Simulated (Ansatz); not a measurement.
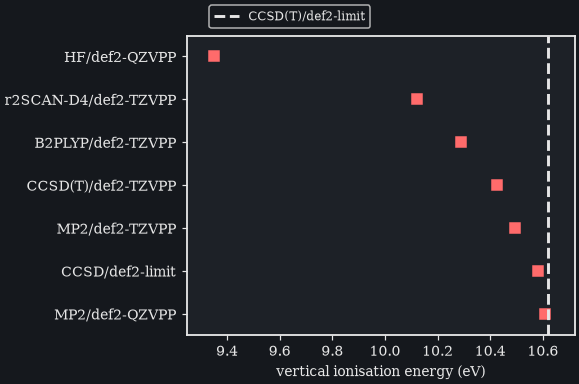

Vertical ionisation energy of C₂H₂F₂, SMILES F/C=C\F, taken as the energy of the cation less that of the neutral at fixed geometry (unrestricted doublet cation, cores frozen in correlated methods, no spin-orbit coupling), the Ansatz code, at a PBE0-D4/def2-TZVP geometry (a minimum by its frequencies). Limit means an estimate of the basis limit from triple and quadruple zeta; for coupled cluster it is either extrapolated directly or built as the MP2 limit plus the step from MP2 in triple zeta. B2PLYP/def2-TZVPP holds a correlation term that converges slowly with the basis, so part of the distance to the limit is basis error. The distance of CCSD(T)/def2-TZVPP, MP2/def2-TZVPP and MP2/def2-QZVPP to the limit includes basis error.

Which level comes closest to the line (CCSD(T)/def2-limit), and which misses most?

Closest MP2/def2-QZVPP (10.61 eV), against 10.62 eV; farthest HF/def2-QZVPP (9.35 eV).

Give the values.

| level | eV | less CCSD(T)/def2-limit |
| --- | --- | --- |
| HF/def2-QZVPP | 9.35 | −1.27 |
| r2SCAN-D4/def2-TZVPP | 10.12 | −0.50 |
| B2PLYP/def2-TZVPP | 10.29 | −0.33 |
| CCSD(T)/def2-TZVPP | 10.43 | −0.19 |
| MP2/def2-TZVPP | 10.49 | −0.13 |
| CCSD/def2-limit | 10.58 | −0.04 |
| MP2/def2-QZVPP | 10.61 | −0.01 |
| CCSD(T)/def2-limit | 10.62 | 0.00 |
